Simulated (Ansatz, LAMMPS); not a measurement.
# Zn in place of Al at several sites of 42Ga2O3-58Al2O3 (mol %) with crystalline order left by the classical run (95 atoms), part 2 of 4

At which site of 42Ga2O3-58Al2O3 (mol %) with crystalline order left by the classical run (95 atoms) does Zn in place of Al cost least, and what about the site decides it?

Ansatz 0.2.0; Kohn-Sham DFT, PBEsol, PAW (set soft_2), plane waves.

The cell: 16 Ga, 22 Al and 57 O. The quench rate of 100 K/ps is many orders above laboratory rates. The network of bonds at the start is that of the classical potential that made the cell. Only the Γ point is sampled, in a cell whose shortest periodic width is 10 Å.

So far. Step 2 (Single point at the start): The r.m.s. force at the start is 0.59 eV/Å. Step 3 (Relaxation): The relaxation converged after 8 steps, 2.88 eV below its start, with a largest force component of 0.040 eV/Å.

## Step 5: Zn on a site of Al, site Al24

The site has 4 bonded neighbours (O4) at 1.75 Å on average, by cutoffs that count no bonds between two metal atoms or like ions. The change is made in the relaxed cell and the atoms are relaxed again, with spin allowed.

Contents of input.yaml:

```yaml
crystal:
  lattice:
    - [9.81985, 0.0, 0.0]
    - [0.0, 9.81985, 0.0]
    - [0.0, 0.0, 9.81985]
  atoms:
    [... atom lines 1 to 20 left out ...]
    - { symbol: Al, position: [0.1554, 0.26065, 0.99374] }
    - { symbol: Al, position: [0.40342, 0.46909, 0.92949] }
    - { symbol: Al, position: [0.06336, 0.7817, 0.27196] }
    - { symbol: Zn, position: [0.88782, 0.01244, 0.44103], spin: 0.6 }
    - { symbol: Al, position: [0.34558, 0.74467, 0.42491] }
    - { symbol: Al, position: [0.95912, 0.55067, 0.59894] }
    - { symbol: Al, position: [0.15278, 0.92393, 0.54202] }
    [... atom lines 28 to 95 left out ...]
magnetization:
  spin_polarized: true
kpoints:
  mp_grid: { grid: [1, 1, 1] }
hamiltonian:
  xc: pbesol
scf:
  occupations: { method: fermi_dirac, width: 0.025 }
  lower_state_search: "off"
output:
  forces: true
  eigenvalues: true
relax:
  f_tol: 0.05
  max_steps: 90
```

Run with:

```console
$ ansatz run input.yaml --threads 4 --pin off --max-ram 8192MiB --backend cpu --events-out ev --progress --plain --runs-dir out
```

Numbers of over 12 decimals in the logs are rounded to 6 here.

What it wrote:

```text
[...]
Crystal: 95 atoms, lattice volume = 946.923 Å³
Basis set: ecut = 420 eV, 18613 PW (Γ), exchange–correlation on 144×144×144 points (8 copies of the dense FFT grid, shifted against one another)
Bands: 409, of which v1, the nominal top of the filled ones, is band 313 counted from 1 (312 counted from 0)
Symmetry: 1 space group operations
[...]
k-points: 1
[...]
Starting moments: Σ|m| = 3 μB on 5 of 95 sites
[...]
SCF iter   1: F=—  HF=-106270.678151 eV  |F-HF|=—  |Δ(HF+E_count)|=         —  Δρ=6.32e-2 (↑5.58e-2 ↓6.32e-2)  dr2=1.08e2  dr2_m=1.72e0  M=0.034 μB ∫|m|=0.517 μB  β_m=0.30  ethr=3.10e-3  ⟨swp⟩=6.0  Hψ=3255  notcnv=0  defer=31
[...]
spin=Collinear: Kerker preconditioning applied to the charge; magnetization (m = ρ↑ − ρ↓) channel mixes plain (no charge-response kernel on spin).
SCF iter   2: F=—  HF=-106252.397867 eV  |F-HF|=—  |Δ(HF+E_count)|=    1.83e1  Δρ=4.08e-2 (↑3.66e-2 ↓4.08e-2)  dr2=5.42e1  dr2_m=8.78e-1  M=0.147 μB ∫|m|=0.512 μB  β_m=0.30  ethr=3.10e-3  ⟨swp⟩=2.0  Hψ=1476  notcnv=0  defer=182
SCF iter   3: F=—  HF=-106238.829178 eV  |F-HF|=—  |Δ(HF+E_count)|=    1.36e1  Δρ=1.81e-2 (↑1.76e-2 ↓1.81e-2)  dr2=1.34e1  dr2_m=2.67e-1  M=0.993 μB ∫|m|=1.147 μB  β_m=0.30  ethr=3.10e-3  ⟨swp⟩=3.0  Hψ=1276  notcnv=0  defer=182
[...]
SCF iter   9: F=—  HF=-106234.458587 eV  |F-HF|=—  |Δ(HF+E_count)|=   3.03e-2  Δρ=2.80e-3 (↑2.80e-3 ↓2.09e-3)  dr2=3.97e-1  dr2_m=1.36e-2  M=0.998 μB ∫|m|=1.100 μB  β_m=0.30  ethr=9.68e-5  ⟨swp⟩=4.0  Hψ=662  notcnv=0  defer=180
[...]
spin-set hold released at iteration 9 (site moments contracting): the magnetisation degrees of freedom join the quasi-Newton model from the next iteration; the mixer history was flushed
SCF iter  10: F=—  HF=-106234.464830 eV  |F-HF|=—  |Δ(HF+E_count)|=   6.24e-3  Δρ=2.10e-3 (↑2.10e-3 ↓1.85e-3)  dr2=3.19e-1  dr2_m=1.12e-2  M=0.999 μB ∫|m|=1.103 μB  β_m=0.59  ethr=6.35e-5  ⟨swp⟩=1.0  Hψ=638  notcnv=0  defer=180
[...]
spin=Collinear: Resta preconditioning applied to the charge; magnetization (m = ρ↑ − ρ↓) channel mixes plain (no charge-response kernel on spin).
SCF iter  11: F=—  HF=-106234.438840 eV  |F-HF|=—  |Δ(HF+E_count)|=   2.60e-2  Δρ=2.73e-3 (↑1.27e-3 ↓2.73e-3)  dr2=1.94e-1  dr2_m=7.48e-3  M=0.998 μB ∫|m|=1.103 μB  β_m=0.54  ethr=5.10e-5  ⟨swp⟩=4.0  Hψ=1138  notcnv=0  defer=180
SCF iter  12: F=—  HF=-106234.410860 eV  |F-HF|=—  |Δ(HF+E_count)|=   2.80e-2  Δρ=8.21e-4 (↑5.37e-4 ↓8.21e-4)  dr2=2.75e-2  dr2_m=8.71e-4  M=1.000 μB ∫|m|=1.106 μB  β_m=0.64  ethr=3.11e-5  ⟨swp⟩=3.0  Hψ=1236  notcnv=0  defer=180
[...]
SCF iter  17: F=-106234.407645 eV  HF=-106234.407653 eV  |F-HF|=8.04e-6  |Δ(HF+E_count)|=   1.02e-5  Δρ=3.18e-5 (↑1.87e-5 ↓3.18e-5)  dr2=1.95e-5  dr2_m=9.28e-7  M=1.000 μB ∫|m|=1.104 μB  β_m=0.59  ethr=1.00e-8  ⟨swp⟩=14.0  Hψ=4376  notcnv=0
SCF iter  18: F=-106234.407653 eV  HF=-106234.407654 eV  |F-HF|=1.31e-6  |Δ(HF+E_count)|=   1.40e-6  Δρ=1.46e-5 (↑6.88e-6 ↓1.46e-5)  dr2=4.04e-6  dr2_m=2.89e-7  M=1.000 μB ∫|m|=1.104 μB  ethr=3.12e-9  ⟨swp⟩=2.0  Hψ=2478  notcnv=0
SCF 1 converged in 18 iterations: F = -106234.407653 eV  dr2 = 4.04e-6
[...]
relax step   1: F+E_penalty+E_count = -106234.40765266 eV  Δ(F+E_penalty+E_count) = +0.000e0 eV  max|allowed force component| = 2.938e0 eV/Å  Δτ_max = 0.0000 Å  (18 SCF iters, dr2 threshold 6.25e-5 eV, accepted)
[... from here on, the SCF cycles and remarks between the steps are left out ...]
relax step   2: F+E_penalty+E_count = -106235.01299220 eV  Δ(F+E_penalty+E_count) = -6.053e-1 eV  max|allowed force component| = 1.775e0 eV/Å  Δτ_max = 0.0756 Å  (7 SCF iters, dr2 threshold 1.00e-4 eV, accepted)
relax step   3: F+E_penalty+E_count = -106235.46408719 eV  Δ(F+E_penalty+E_count) = -4.511e-1 eV  max|allowed force component| = 4.270e-1 eV/Å  Δτ_max = 0.1310 Å  (7 SCF iters, dr2 threshold 1.00e-4 eV, accepted)
relax step   4: F+E_penalty+E_count = -106235.26388609 eV  Δ(F+E_penalty+E_count) = +2.002e-1 eV  max|allowed force component| = 1.070e0 eV/Å  Δτ_max = 0.2000 Å  (9 SCF iters, dr2 threshold 1.14e-5 eV, rejected (line search))
relax step   5: F+E_penalty+E_count = -106235.54820731 eV  Δ(F+E_penalty+E_count) = -8.412e-2 eV  max|allowed force component| = 1.507e-1 eV/Å  Δτ_max = 0.0926 Å  (12 SCF iters, accepted)
relax step   6: F+E_penalty+E_count = -106235.54244177 eV  Δ(F+E_penalty+E_count) = +5.766e-3 eV  max|allowed force component| = 4.945e-1 eV/Å  Δτ_max = 0.0755 Å  (11 SCF iters, rejected (line search))
relax step   7: F+E_penalty+E_count = -106235.56377487 eV  Δ(F+E_penalty+E_count) = -1.557e-2 eV  max|allowed force component| = 1.835e-1 eV/Å  Δτ_max = 0.0368 Å  (10 SCF iters, accepted)
relax step   8: F+E_penalty+E_count = -106235.56753242 eV  Δ(F+E_penalty+E_count) = -3.758e-3 eV  max|allowed force component| = 6.939e-2 eV/Å  Δτ_max = 0.0500 Å  (8 SCF iters, dr2 threshold 4.19e-6 eV, accepted)
relax step   9: F+E_penalty+E_count = -106235.54817591 eV  Δ(F+E_penalty+E_count) = +1.936e-2 eV  max|allowed force component| = 1.403e-1 eV/Å  Δτ_max = 0.0750 Å  (12 SCF iters, rejected (line search))
relax step  10: F+E_penalty+E_count = -106235.57176567 eV  Δ(F+E_penalty+E_count) = -4.233e-3 eV  max|allowed force component| = 3.587e-2 eV/Å  Δτ_max = 0.0209 Å  (11 SCF iters, accepted)
SCF converged after 11 iterations
Magnetization: 0.9999 μB (312.9999 up, 312.0001 down)
Absolute magnetization: 1.1200 μB (∫|ρ↑−ρ↓|, with the PAW one-centre terms)
[...]
Per-site moments (μB) at R_I (Å): [(8.43873404280871e-5, 0.761448), (-4.6779147702523046e-6, 0.777663), (0.000129458, 0.776792), (2.0924566464452888e-5, 0.786174), (0.00126314, 0.741542), [...]
Free energy (F): -106235.571766 eV
[...]
Internal energy: -106235.571678 eV  (E = F + TS)
E sigma→0 (E₀):  -106235.571722 eV
Entropy (-TS):   -0.000088 eV (-0.001 meV/atom)
Fermi energy:    7.695529 eV
[...]
Σ components = -106235.571766   (vs F -106235.571766, Δ=0.00e0)
--- Forces (eV/Å), atoms counted from 1 ---
  atom   1  Ga     0.00371960    -0.00848998     0.00042559
  atom   2  Ga     0.00139056     0.00171151     0.00124861
  atom   3  Ga    -0.00275297    -0.01263386    -0.00142864
  atom   4  Ga     0.00298589     0.00505849    -0.01197707
[...]
atom  95  O     -0.00281896     0.01679662     0.01395040
  max |Σ_I F_I| component: 3.66e-5 eV/Å
--- Band table (eV) ---
[...]
--- Relaxed structure (10 steps of the walk, 7 accepted, 0 SCFs on fresh bases) ---
  F+E_penalty+E_count = -106235.57176567 eV   max|allowed force component| = 3.587e-2 eV/Å
  atoms:
    - { symbol: Ga, position: [0.438747, 0.924101, 0.690261] }
    - { symbol: Ga, position: [0.222108, 0.697870, 0.739485] }
    - { symbol: Ga, position: [0.714544, 0.042448, 0.883800] }
    - { symbol: Ga, position: [0.196534, 0.812409, 0.019287] }
[...]
- { symbol: O, position: [0.653430, 0.850887, 0.292518] }
```

Elapsed: 5.1 min, on 4 threads of Arm Neoverse V2, shared host; peak memory 2.4 GiB.

The relaxation converged after 10 steps, 1.16 eV below its start, with a largest force component of 0.036 eV/Å.

A closer look about the Zn atom, after relaxation: 10 atoms, nearest first, numbered in the order of the input, with positions taken from that point.

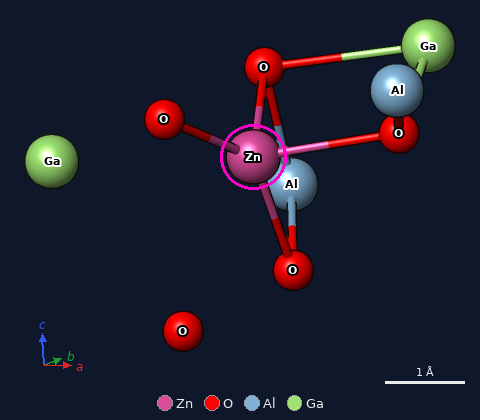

The atoms of the table, within 3.0 Å (arrows a, b, c point along x, y, z); some may hide others; the central atom is ringed.

```
atom      x      y      z  distance (Å)  bonds  moment (μB)
Zn24   0.00   0.00   0.00          0.00      4         0.04
 O45  -0.31  -1.65   0.73          1.83      3         0.02
 O71  -0.06   0.97  -1.63          1.90      3         0.44
 O79   1.83   0.59   0.30          1.95      3         0.03
 O74  -0.74   1.60   0.87          1.96      4         0.02
Al38  -0.92   2.44  -0.78          2.72      6         0.00
Ga14   1.33   2.24   1.15          2.85      6         0.00
 O48   0.14  -2.15  -1.92          2.88      3         0.00
Al27   2.60  -0.70   1.09          2.91      4         0.00
 Ga6  -2.94  -0.10  -0.18          2.95      4         0.00
```

The column of bonds counts only the pairs O-Al within 2.43 Å, O-Ga within 2.50 Å, O-Zn within 2.38 Å; other neighbours, such as metal atoms beside each other in a compound, aren't counted, and periodic images can show an atom twice.

The largest move is 0.23 Å, by O45.

## Step 6: Zn on a site of Al, site Al37

The site has 6 bonded neighbours (O6) at 1.96 Å on average. 

input.yaml, the sections that differ from step 5:

```yaml
crystal:
  lattice:
    - [9.81985, 0.0, 0.0]
    - [0.0, 9.81985, 0.0]
    - [0.0, 0.0, 9.81985]
  atoms:
    [... atom lines 1 to 33 left out ...]
    - { symbol: Al, position: [0.296, 0.56318, 0.1663] }
    - { symbol: Al, position: [0.76409, 0.81737, 0.10977] }
    - { symbol: Al, position: [0.34903, 0.17842, 0.53774] }
    - { symbol: Zn, position: [0.47139, 0.78175, 0.93135], spin: 0.6 }
    - { symbol: Al, position: [0.78932, 0.23882, 0.34842] }
    - { symbol: O, position: [0.09734, 0.86067, 0.6984] }
    - { symbol: O, position: [0.09945, 0.38963, 0.87545] }
    [... atom lines 41 to 95 left out ...]
# magnetization, kpoints, hamiltonian, scf, output, relax: as in step 5
```

What it wrote:

```text
[...]
Crystal: 95 atoms, lattice volume = 946.923 Å³
Basis set: ecut = 420 eV, 18613 PW (Γ), exchange–correlation on 144×144×144 points (8 copies of the dense FFT grid, shifted against one another)
Bands: 410, of which v1, the nominal top of the filled ones, is band 313 counted from 1 (312 counted from 0)
Symmetry: 1 space group operations
[...]
k-points: 1
[...]
Starting moments: Σ|m| = 4.2 μB on 7 of 95 sites
[...]
SCF iter   1: F=—  HF=-106270.557317 eV  |F-HF|=—  |Δ(HF+E_count)|=         —  Δρ=6.41e-2 (↑5.59e-2 ↓6.41e-2)  dr2=1.05e2  dr2_m=2.19e0  M=0.029 μB ∫|m|=0.794 μB  β_m=0.30  ethr=3.10e-3  ⟨swp⟩=6.0  Hψ=3248  notcnv=0  defer=36
[...]
SCF iter   3: F=—  HF=-106238.967507 eV  |F-HF|=—  |Δ(HF+E_count)|=    1.35e1  Δρ=1.79e-2 (↑1.79e-2 ↓1.72e-2)  dr2=1.27e1  dr2_m=2.65e-1  M=0.982 μB ∫|m|=1.279 μB  β_m=0.30  ethr=3.10e-3  ⟨swp⟩=3.0  Hψ=1280  notcnv=0  defer=181
[...]
SCF iter  12: F=—  HF=-106234.721335 eV  |F-HF|=—  |Δ(HF+E_count)|=   4.31e-2  Δρ=1.99e-3 (↑1.36e-3 ↓1.99e-3)  dr2=1.34e-1  dr2_m=3.73e-3  M=0.877 μB ∫|m|=0.972 μB  β_m=0.30  ethr=2.83e-5  ⟨swp⟩=5.0  Hψ=1187  notcnv=0  defer=186
[...]
SCF iter  15: F=—  HF=-106234.724446 eV  |F-HF|=—  |Δ(HF+E_count)|=   2.35e-3  Δρ=7.79e-4 (↑6.47e-4 ↓7.79e-4)  dr2=2.27e-2  dr2_m=1.35e-3  M=0.930 μB ∫|m|=1.020 μB  β_m=0.27  ethr=5.20e-6  ⟨swp⟩=1.0  Hψ=634  notcnv=0  defer=186
[...]
SCF iter  21: F=-106234.725244 eV  HF=-106234.725250 eV  |F-HF|=5.94e-6  |Δ(HF+E_count)|=   2.81e-7  Δρ=1.82e-5 (↑6.36e-6 ↓1.82e-5)  dr2=6.78e-6  dr2_m=6.69e-7  M=0.948 μB ∫|m|=1.035 μB  β_m=0.60  ethr=1.46e-9  ⟨swp⟩=1.0  Hψ=1981  notcnv=0
SCF iter  22: F=-106234.725249 eV  HF=-106234.725250 eV  |F-HF|=4.75e-7  |Δ(HF+E_count)|=   1.21e-7  Δρ=5.27e-6 (↑3.17e-6 ↓5.27e-6)  dr2=6.50e-7  dr2_m=6.52e-8  M=0.948 μB ∫|m|=1.035 μB  ethr=1.08e-9  ⟨swp⟩=2.0  Hψ=1873  notcnv=0
SCF 1 converged in 22 iterations: F = -106234.725249 eV  dr2 = 6.50e-7
[...]
relax step   1: F+E_penalty+E_count = -106234.72524924 eV  Δ(F+E_penalty+E_count) = +0.000e0 eV  max|allowed force component| = 2.182e0 eV/Å  Δτ_max = 0.0000 Å  (22 SCF iters, dr2 threshold 6.25e-5 eV, accepted)
[... from here on, the SCF cycles and remarks between the steps are left out ...]
relax step   2: F+E_penalty+E_count = -106235.16529487 eV  Δ(F+E_penalty+E_count) = -4.400e-1 eV  max|allowed force component| = 1.272e0 eV/Å  Δτ_max = 0.0668 Å  (11 SCF iters, dr2 threshold 1.00e-4 eV, accepted)
relax step   3: F+E_penalty+E_count = -106235.40218590 eV  Δ(F+E_penalty+E_count) = -2.369e-1 eV  max|allowed force component| = 1.181e0 eV/Å  Δτ_max = 0.2000 Å  (14 SCF iters, dr2 threshold 1.00e-4 eV, accepted)
relax step   4: F+E_penalty+E_count = -106235.69476863 eV  Δ(F+E_penalty+E_count) = -2.926e-1 eV  max|allowed force component| = 2.653e-1 eV/Å  Δτ_max = 0.0616 Å  (11 SCF iters, dr2 threshold 1.00e-4 eV, accepted)
relax step   5: F+E_penalty+E_count = -106235.70750024 eV  Δ(F+E_penalty+E_count) = -1.273e-2 eV  max|allowed force component| = 6.027e-1 eV/Å  Δτ_max = 0.2000 Å  (13 SCF iters, dr2 threshold 4.40e-6 eV, accepted)
relax step   6: F+E_penalty+E_count = -106235.79725355 eV  Δ(F+E_penalty+E_count) = -8.975e-2 eV  max|allowed force component| = 1.481e-1 eV/Å  Δτ_max = 0.0820 Å  (10 SCF iters, dr2 threshold 2.27e-5 eV, accepted)
relax step   7: F+E_penalty+E_count = -106235.77519001 eV  Δ(F+E_penalty+E_count) = +2.206e-2 eV  max|allowed force component| = 2.541e-1 eV/Å  Δτ_max = 0.0845 Å  (14 SCF iters, rejected (line search))
relax step   8: F+E_penalty+E_count = -106235.80915361 eV  Δ(F+E_penalty+E_count) = -1.190e-2 eV  max|allowed force component| = 1.171e-1 eV/Å  Δτ_max = 0.0362 Å  (13 SCF iters, accepted)
relax step   9: F+E_penalty+E_count = -106235.81297159 eV  Δ(F+E_penalty+E_count) = -3.818e-3 eV  max|allowed force component| = 1.796e-1 eV/Å  Δτ_max = 0.0886 Å  (15 SCF iters, accepted)
relax step  10: F+E_penalty+E_count = -106235.81801701 eV  Δ(F+E_penalty+E_count) = -5.045e-3 eV  max|allowed force component| = 5.690e-2 eV/Å  Δτ_max = 0.0280 Å  (8 SCF iters, dr2 threshold 2.02e-5 eV, accepted)
relax step  11: F+E_penalty+E_count = -106235.81947477 eV  Δ(F+E_penalty+E_count) = -1.458e-3 eV  max|allowed force component| = 1.557e-2 eV/Å  Δτ_max = 0.0087 Å  (11 SCF iters, accepted)
SCF converged after 11 iterations
Magnetization: 0.9757 μB (312.9878 up, 312.0122 down)
Absolute magnetization: 1.0877 μB (∫|ρ↑−ρ↓|, with the PAW one-centre terms)
[...]
Per-site moments (μB) at R_I (Å): [(1.5243067542619382e-5, 0.764300), (1.577323212040405e-5, 0.780473), (-0.000123955, 0.781633), (-8.177684212437487e-6, 0.774023), (0.00044799, 0.746743), [...]
Free energy (F): -106235.819475 eV
[...]
Internal energy: -106235.808075 eV  (E = F + TS)
E sigma→0 (E₀):  -106235.813775 eV
Entropy (-TS):   -0.011399 eV (-0.120 meV/atom)
Fermi energy:    7.440623 eV
[...]
Σ components = -106235.819475   (vs F -106235.819475, Δ=0.00e0)
--- Forces (eV/Å), atoms counted from 1 ---
  atom   1  Ga     0.00441817     0.00278481    -0.00030574
  atom   2  Ga     0.00125492    -0.00011017    -0.00437716
  atom   3  Ga    -0.00127039     0.01147432     0.00163791
  atom   4  Ga    -0.00439397     0.00192304     0.00063122
[...]
atom  95  O     -0.00161526     0.00255855     0.00209105
  max |Σ_I F_I| component: 5.05e-6 eV/Å
--- Band table (eV) ---
[...]
--- Relaxed structure (11 steps of the walk, 10 accepted, 0 SCFs on fresh bases) ---
  F+E_penalty+E_count = -106235.81947477 eV   max|allowed force component| = 1.557e-2 eV/Å
  atoms:
    - { symbol: Ga, position: [0.439086, 0.924049, 0.693296] }
    - { symbol: Ga, position: [0.224508, 0.699617, 0.735064] }
    - { symbol: Ga, position: [0.711257, 0.041976, 0.878316] }
    - { symbol: Ga, position: [0.208376, 0.797282, 0.011535] }
[...]
- { symbol: O, position: [0.648306, 0.849873, 0.291203] }
```

It took 6.5 min on 4 threads; peak memory 2.4 GiB; 25 min of CPU time.

The relaxation converged after 11 steps, 1.09 eV below its start, with a largest force component of 0.016 eV/Å.

A closer look about the Zn atom, after relaxation: 13 atoms, nearest first, numbered in the order of the input, with positions taken from that point.

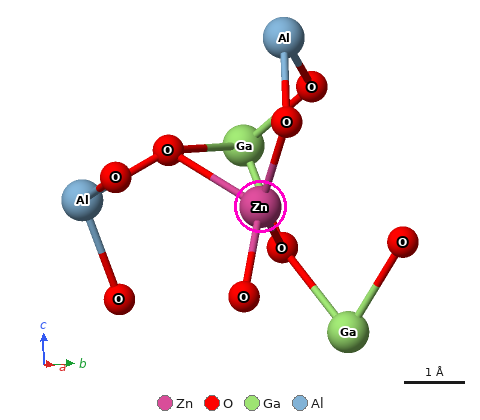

The atoms of the table, within 3.0 Å (arrows a, b, c point along x, y, z); some may hide others; the central atom is ringed.

```
atom      x      y      z  distance (Å)  bonds  moment (μB)
Zn37   0.00   0.00   0.00          0.00      4         0.00
 O42   1.07   0.25   1.45          1.82      3         0.00
 O62   1.17  -0.57  -1.47          1.96      4         0.00
 O47  -1.68   0.73  -0.75          1.98      4         0.00
 O44  -1.22  -1.30   0.96          2.02      4         0.00
 O50   0.35   2.37  -0.65          2.48      3         0.00
 Ga1  -0.43   1.56  -2.17          2.71      5         0.00
 O73  -1.41   1.24   1.96          2.71      3         0.01
Al33   0.01   0.46   2.84          2.88      5         0.00
 Ga4  -2.70   0.32   0.96          2.88      6         0.00
 O61  -1.16  -2.21  -1.53          2.93      4         0.00
Al22  -0.82  -2.89   0.17          3.01      5         0.00
 O65   1.12  -2.73   0.60          3.01      4         0.00
```

The column of bonds counts only the pairs O-Al within 2.23 Å, O-Ga within 2.33 Å, O-Zn within 2.27 Å; other neighbours, such as metal atoms beside each other in a compound, aren't counted, and periodic images can show an atom twice.

The largest move is 0.30 Å, by O62.

(Continued in part 3 of 4.)

[Logs are printed without paths, hosts, clocks, repeated set-up lines and the standing remarks that a program may print on its own settings, such as how far it seeks lower states.]

[Hosts, paths, dates, database ids (printed as entryN), source tags and the programs' standing remarks are cut or masked in the printed files.]
